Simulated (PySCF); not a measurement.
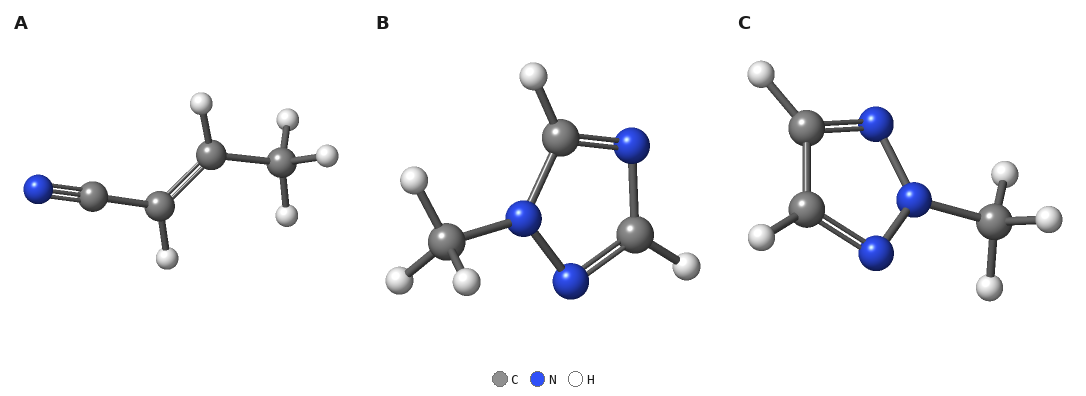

Simulated data, not a measurement (program: PySCF).

Q: Match each picture to its SMILES.
(1) Cn1nccn1
(2) Cn1cncn1
(3) C/C=C/C#N

A: A is (3), B is (2), C is (1).
